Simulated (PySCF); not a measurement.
```xyz
20

C    -1.9959   -0.5057    0.6428
C    -1.0632   -0.5147   -0.5665
C    -1.3180    0.7285   -1.4138
C     0.3775   -0.5367   -0.0696
B     1.6118   -0.3670   -0.9425
B     2.9550   -0.4520    0.0031
F     4.1594   -0.9613    0.0309
F     2.7035    0.2052    1.2312
Al    0.8814    0.8071    1.4672
F     1.1046    2.4310    1.2611
H    -1.8690   -1.4053    1.2421
H    -1.7554    0.3604    1.2694
H    -3.0394   -0.4357    0.3427
H    -1.2705   -1.4079   -1.1700
H    -2.3664    0.7955   -1.6960
H    -1.0508    1.6162   -0.8362
H    -0.7183    0.7121   -2.3182
H     0.4828   -1.3214    0.7064
H     1.5389   -0.0185   -2.0585
H     0.6271    0.2811    2.8712
```

Geometry: GFN2-xTB.

The calculation used PBE0/pcSseg-1, SCF density, gas phase, non-relativistic in PySCF.

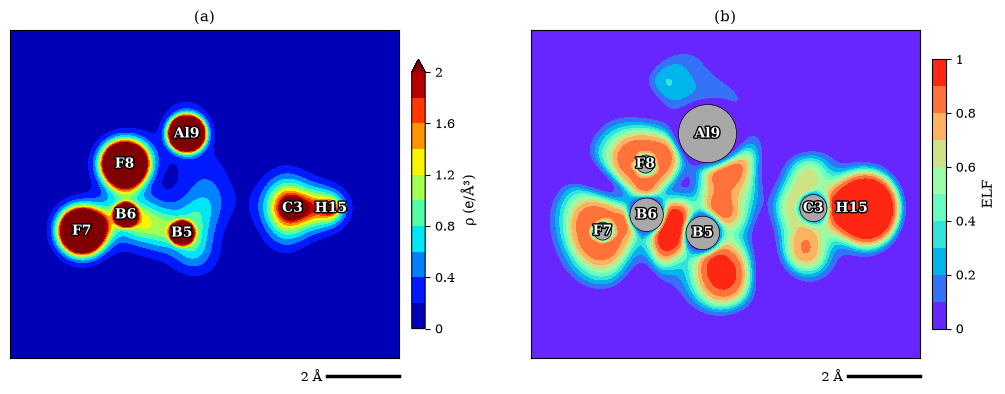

C$_{4}$H$_{10}$AlB$_{2}$F$_{3}$. (a) total electron density; (b) ELF on the plane of atoms B5, B6 and F8. Grey discs cover the atomic cores in the ELF map.

Describe what can be read from this map.

- The plane passes through C, B, F, Al and H nuclei.
- B–F (1.31 Å): ρ at the midpoint is about 2.3 e/Å³; the ELF peaks at about 0.85 between the atoms (a polar covalent bond).
- B–B (1.64 Å): ρ at the midpoint is about 1.2 e/Å³; the ELF peaks at about 1 between the atoms; a shared electron pair.
- C–H (1.09 Å): the density is about 2 e/Å³ at the midpoint; the ELF climbs to about 1 towards the hydrogen, as it does in any bond to H; an ordinary covalent bond to hydrogen.
- The ELF also peaks beside F7 and F8, away from the bonds: lone-pair regions.
